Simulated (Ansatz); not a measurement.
System: C$_{2}$HInO (SMILES O=C=[CH][In]).

Input file:

```
crystal:
  periodic: [false, false, false]
  atoms:
    - {symbol: C, position_ang: [-0.231162, 0.209090, -0.744110]}
    - {symbol: C, position_ang: [-0.040965, 0.719583, 0.442174]}
    - {symbol: In, position_ang: [-1.705236, 1.881195, 1.395220]}
    - {symbol: O, position_ang: [-0.519449, -0.197480, -1.802807]}
    - {symbol: H, position_ang: [0.899558, 0.599054, 0.982906]}
basis:
  gaussian:
    orbitals: def2-TZVPD
output: {forces: true, orbitals: {seedname: orbitals}}
hamiltonian:
  xc: {name: PBE0}
```

Command:

```sh
ansatz run input.yaml --threads 1 --pin off --max-ram 2610MiB --events-out events.jsonl --progress --plain --runs-dir runs
```

Geometry: PBE0-D3(BJ)/def2-SVP; core potentials replace the inner electrons of In.

All numbers below come from isolated molecule in a Gaussian basis; Kohn-Sham density functional theory, functional PBE0 (Ansatz).

> What can the converged electron density and electron localisation function tell about the bonding?

C–O (1.17 Å): ρ is about 3.7 e/Å³ halfway; the ELF peaks at about 0.85 between the atoms (a multiple bond).
C–C (1.31 Å): ρ is about 2.3 e/Å³ halfway; the ELF peaks at about 0.90 between the atoms: a multiple bond.
C–In (2.24 Å): ρ at the midpoint is about 0.53 e/Å³; the ELF peaks at about 0.85 in the valence shell of C, 0.7 Å from its nucleus, and drops to about 0.15 between the two atoms.
C–H (1.09 Å): ρ at the midpoint is about 1.9 e/Å³; the ELF climbs to about 1 towards the hydrogen, as it does in any bond to H: a covalent bond by its length.

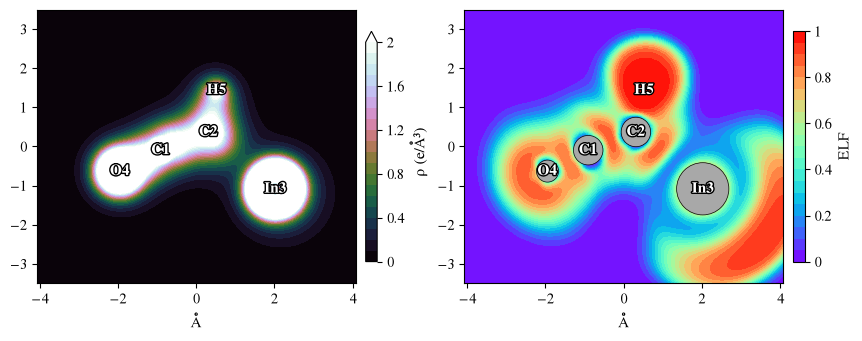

Computed electron density and electron localisation function on the molecular plane, in this order. Grey discs cover the atomic cores in the ELF map. 
